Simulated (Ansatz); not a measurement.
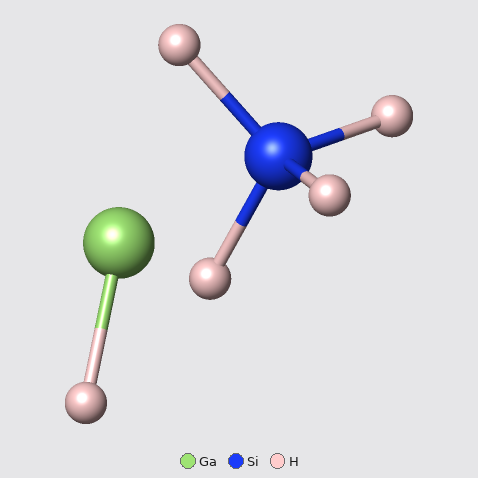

Harmonic vibrations computed with RKS PBE0-D4/def2-TZVP (Ansatz 0.2.0) at a stationary point of the same level.

Q: Minimum or transition state?

A: A minimum: no imaginary frequency, and the lowest mode lies at 71 cm⁻¹.

Q: List the wavenumbers.

A: 15 modes: 71, 72, 182, 233, 392, 872, 907, 909, 957, 975, 1608, 2117, 2229, 2252, 2260 cm⁻¹.
